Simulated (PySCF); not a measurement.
# F4H6N2Sn (trans-Sn(NH3)2F4): the cost of one run

Computed with PySCF 2.14.0, with density-fitted response routines of our own, on a single molecule in the gas phase. Atoms are numbered from 0 throughout.

### Step 1. The starting structure

13 atoms, charge 0, multiplicity 1; geometry from: GFN2-xTB. The atoms were then displaced at random by about 0.03 Å, so the start is not that level's minimum.

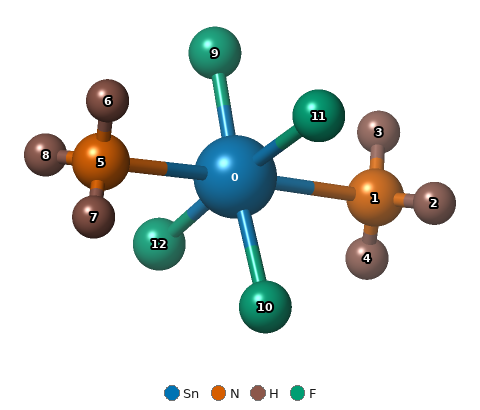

As it starts; tin blue, nitrogen orange, hydrogen brown, fluorine teal, atoms numbered; sticks join atoms by distance.

### Step 2. Relaxing the molecule at PBE0-D3(BJ)/def2-SVP

What the job is given:

```
{"job": {"xc": "PBE0", "basis": "def2-SVP", "d3": "d3bj", "grid": 1, "maxiter": 40, "shake": 0.03, "kind": "geom"}, "charge": 0, "multiplicity": 1}
Sn     0.065270    -0.074250     0.013310
N     -0.018510    -0.031510     2.374590
H     -0.487300     0.830420     2.695600
H      1.053930    -0.076770     2.702840
H     -0.541580    -0.838200     2.673090
N     -0.012480     0.031360    -2.389000
H      0.512000     0.837310    -2.714010
H     -0.914670     0.044070    -2.722760
H      0.461440    -0.799600    -2.664150
F      1.965640    -0.017430     0.045070
F     -1.993170     0.004320     0.021190
F      0.032580     1.974740     0.032050
F     -0.092540    -1.936570    -0.045640
```

Run with:

```sh
$ OMP_NUM_THREADS=1 python probes_run.py task.json out
```

The driver reads the jobs from task.json and runs them one after another.

Q: Estimate the wall time and peak memory of this first job on 1 thread of AMD EPYC, shared host.

About 4.2 min, with a peak of 0.61 GiB.
